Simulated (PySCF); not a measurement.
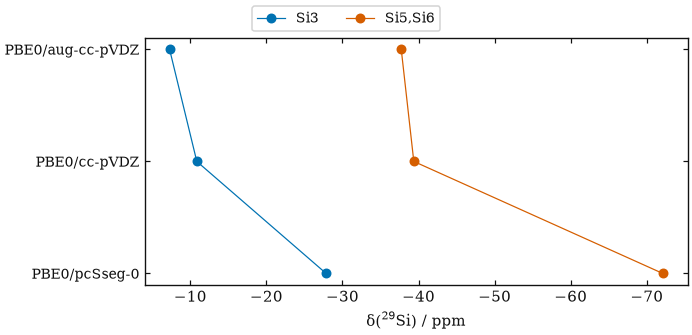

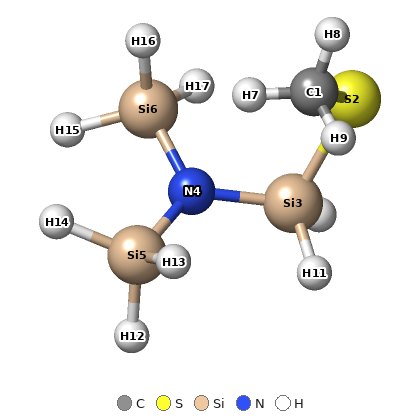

GIAO ²⁹Si shifts of CH₁₁NSSi₃, SMILES CS[SiH2]N([SiH3])[SiH3] at several levels, one geometry, PySCF, at a PBE0-D3(BJ)/def2-SVP geometry (no frequency check); values of one conformer, averaged over nuclei that symmetry, rotation about single bonds or inversion at nitrogen exchange, these motions taken as fast; other conformers aren't averaged in; each against TMS at the same level.

Which of the plotted signals depends most on the level, and by how much?

That of Si5 and Si6: from −72.1 ppm (PBE0/pcSseg-0) to −37.7 ppm (PBE0/aug-cc-pVDZ), a spread of 34.4 ppm. The steadiest, Si3, moves by 20.6 ppm.

Do all levels give the signals in the same order?

Yes, the order of the signals is the same at every level.
